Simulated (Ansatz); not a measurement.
**CH₃CuF (charge +1): density, localisation and related maps**

The calculation's input:

```
crystal:
  periodic: [false, false, false]
  atoms:
    - {symbol: Cu, position_ang: [-0.073246, -0.004107, -2.623010]}
    - {symbol: C, position_ang: [0.058290, 0.020893, 0.619122]}
    - {symbol: F, position_ang: [-0.486867, -0.227987, -0.695319]}
    - {symbol: H, position_ang: [0.196659, 1.095415, 0.704234]}
    - {symbol: H, position_ang: [0.993225, -0.529540, 0.681698]}
    - {symbol: H, position_ang: [-0.687959, -0.354572, 1.313274]}
basis:
  gaussian: {orbitals: "def2-TZVPPD.json"}
total_charge: 1
hamiltonian: {xc: pbe0, dispersion: d4}
output: {orbitals: {seedname: orbitals}}
```

Run with:

```sh
ansatz run in.yaml --threads 4 --pin off --events-out ev --progress --plain --max-ram 9574MiB
```

Geometry: PBE0-D4/def2-TZVP.

Theory: RKS PBE0-D4/def2-TZVPPD in Ansatz.

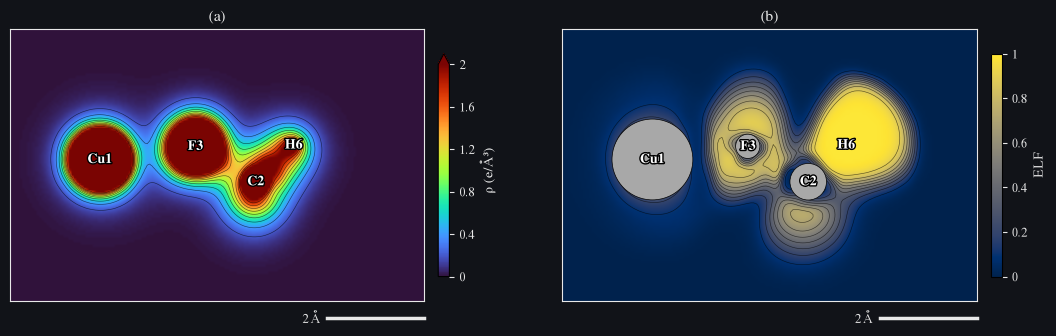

Figure 1. (a) total electron density; (b) electron localisation function on the plane of atoms Cu1, F3 and C2. Grey discs cover the atomic cores in the ELF map.

Question: What do the fields say about this system?

Answer:
- Atoms in the plane: Cu, C, F and H.
- C–F (1.44 Å): the density is about 1.7 e/Å³ at the midpoint, with its minimum of 1.3 e/Å³ about 0.5 Å from C; the ELF peaks at about 0.85 between the atoms (a shared but strongly polarised pair).
- Cu–F (1.98 Å): ρ at the midpoint is about 0.45 e/Å³; the ELF peaks at about 0.85 in the valence shell of F, 0.5 Å from its nucleus, and is about 0.10 at the midpoint.
- C–H (1.09 Å): ρ is about 2.2 e/Å³ halfway; the ELF climbs to about 1 towards the hydrogen, as it does in any bond to H (a covalent bond by its length).

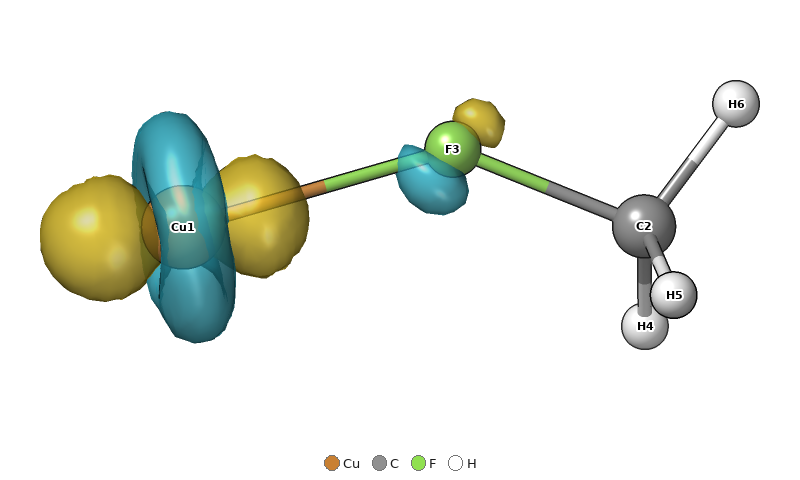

Figure 2. One frontier orbital at ±0.3 Å⁻³ᐟ² (yellow and cyan are the two phases), seen across its widest extent.

Question: Which orbital is it: HOMO or LUMO?

Answer: The HOMO, at −14.06 eV. Its weight (Hirshfeld) is mainly on Cu1 (about 90 %).

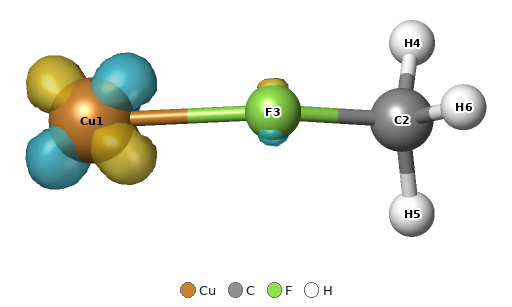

Figure 3. The HOMO−1 at ±0.4 Å⁻³ᐟ² (yellow and cyan are the two phases), seen from one side.

Question: Where does this orbital lie, and at what energy?

Answer: Its weight (Hirshfeld) is mainly on Cu1 (about 95 %). Its energy is −14.31 eV.
